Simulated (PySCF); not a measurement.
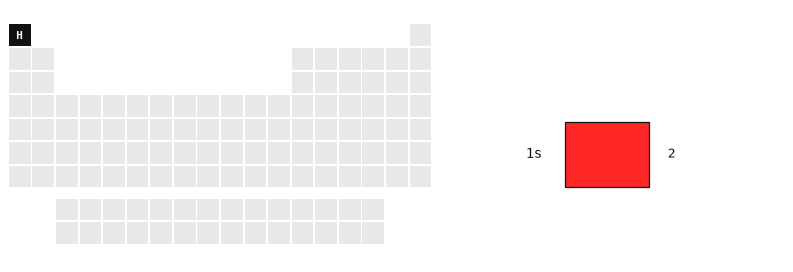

**Figure 1.** Left, the place of hydrogen in the periodic table; right, the outer shells of the nominal configuration: a box for each of the 2l + 1 orbitals, shaded by the share of the shell that is filled, with the electron count at the right.

**H⁻: atomic calculation**

System: H⁻, configuration 1s2, multiplicity 1.
Method: unrestricted CAM-B3LYP, def2-TZVPPD, non-relativistic, point nucleus (PySCF).

**Key numbers**

```tsv
quantity	value
outcome	converged; a filled orbital lies above zero
total energy	−0.505765 hartree
kinetic energy	0.591656 hartree
SCF iterations	5
hardware	1 CPU thread, shared host
```

**Remarks**

The highest filled orbital (1s, 1.31 eV) lies above zero. That is common for anions, where the functional's self-interaction leaves the outer electrons unbound; only the finite basis holds them, so such levels depend on it.

**Input file**
```python
from pyscf import gto, scf, dft, mp, cc
import basis_set_exchange as bse
mol = gto.M(atom="H 0 0 0", charge=-1, spin=0, symmetry="D2h",
            basis=gto.basis.parse(bse.get_basis("def2-TZVPPD", elements=["H"], fmt="nwchem")))
mf = dft.UKS(mol, xc="CAMB3LYP")
mf.irrep_nelec = {'Ag': (1, 1)}
mf.kernel()
```

The script is an equivalent of what the driver set up; the driver started from orbitals of its own, so the log can be shorter than this script's would be, and it computed the properties (radii, ⟨L²⟩, response) afterwards. It held the occupations shell by shell, which the script's counts by irreducible representation don't always enforce.

**Log (extracts)**
```
damping factor = 0
level_shift factor = 0
DIIS = <class 'pyscf.scf.diis.CDIIS'>
diis_start_cycle = 1
diis_space = 10
diis_damp = 0
SCF conv_tol = 1e-09
SCF conv_tol_grad = None
number electrons alpha = 1  beta = 1
XC functionals = CAMB3LYP
    T. Yanai, D. P. Tew, and N. C. Handy.,  Chem. Phys. Lett. 393, 51 (2004)
cycle= 1 E= -0.50576028457456  delta_E= -0.00038  |g|= 0.00223  |ddm|= 0.0283
cycle= 2 E= -0.50576469933893  delta_E= -4.41e-06  |g|= 0.000372  |ddm|= 0.00768
cycle= 3 E= -0.505764762234995  delta_E= -6.29e-08  |g|= 4.41e-05  |ddm|= 0.000371
cycle= 4 E= -0.505764764533959  delta_E= -2.3e-09  |g|= 2.52e-09  |ddm|= 0.000133
cycle= 5 E= -0.505764764533959  delta_E= -3.33e-16  |g|= 1.39e-09  |ddm|= 3.33e-09
converged SCF energy = -0.505764764533959  <S^2> = -1.3322676e-15  2S+1 = 1
```

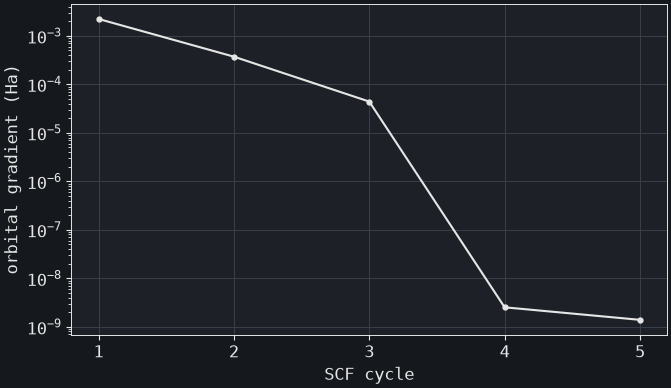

**Figure 2.** Convergence: orbital gradient against the SCF cycle. The residual falls at every step. It goes from 0.0022 to 1.4×10⁻⁹ in 5 steps.

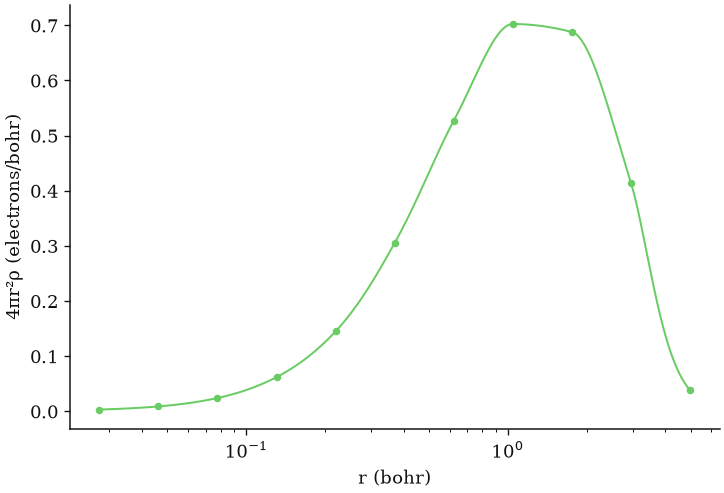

**Figure 3.** Spherically averaged radial density 4πr²ρ of the mean field; markers are the stored points, which are sparse, and the line is a monotone interpolation between them. The largest stored value is 0.702 electrons/bohr at r = 1.0 bohr. Root-mean-square radii of the shells: 1s 2.29 bohr. That of 1s is set by the basis, since the level lies above zero.
